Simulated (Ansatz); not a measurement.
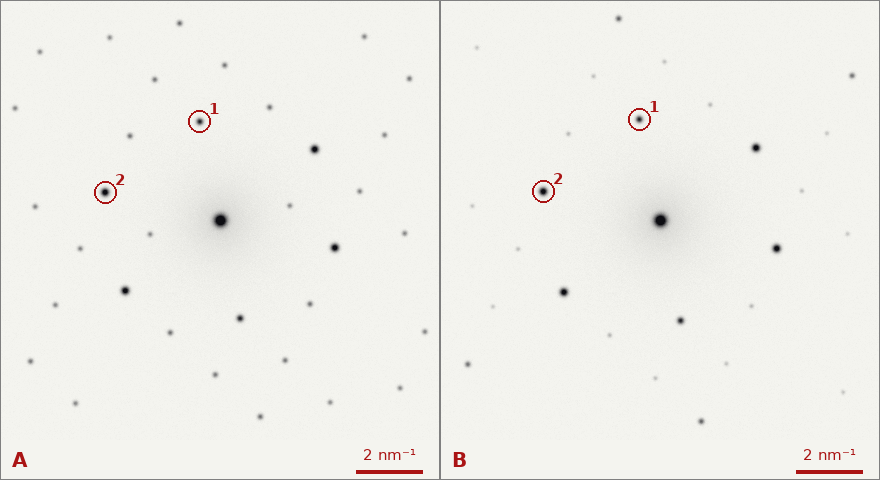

Kinematic electron diffraction patterns (120 kV, B = 0.5 Å², same scale) along [100] of the run's own cell, for the start and the end of one relaxation of Sn3H2 with Ansatz 0.2.0, DFT PBE, scalar-relativistic, plane waves, PAW. k mesh 6×6×6. The start is a generated model structure, and the relaxation ends in the nearest stationary point of its symmetry, not necessarily the ground state. Spot 1 is 0 -1 1 and spot 2 is 0 -2 -1 in both.

Start structure:

```yaml
crystal:
  lattice:
    - [3.26644, 1.88588, 5.26432]
    - [-3.26644, 1.88588, 5.26432]
    - [0.00000, -3.77176, 5.26432]
  atoms:
    - { symbol: Sn, position: [0.11330, 0.38670, 0.75000] }
    - { symbol: Sn, position: [0.75000, 0.11330, 0.38670] }
    - { symbol: Sn, position: [0.38670, 0.75000, 0.11330] }
    - { symbol: Sn, position: [0.88670, 0.61330, 0.25000] }
    - { symbol: Sn, position: [0.25000, 0.88670, 0.61330] }
    - { symbol: Sn, position: [0.61330, 0.25000, 0.88670] }
    - { symbol: H, position: [0.89417, 0.89417, 0.89417] }
    - { symbol: H, position: [0.60583, 0.60583, 0.60583] }
    - { symbol: H, position: [0.10583, 0.10583, 0.10583] }
    - { symbol: H, position: [0.39417, 0.39417, 0.39417] }
```

Which pattern belongs to the start structure, and which to the relaxed one?

A is the start: its cell gives d(1) = 3.266 Å, d(2) = 2.776 Å and an angle of 64.9°. B is the relaxed structure, with d(1) = 3.192 Å (-2.3 %), d(2) = 2.730 Å (-1.7 %) and 64.7°.

Name reflections whose intensity changes strongly on relaxation.

0 1 1 fades out of sight.

What did the relaxation do to the structure and the energy?

The volume changed by -4.5 % to 18.59 Å³ an atom; with the mean shift removed, the atoms moved by up to 0.42 Å relative to the cell (H most); the space group stayed R-3c (No. 167); the free energy fell by 26 meV an atom. Relaxed cell: a = 6.429 Å, b = 6.429 Å, c = 6.429 Å, α = 59.53°, β = 59.53°, γ = 59.53°.
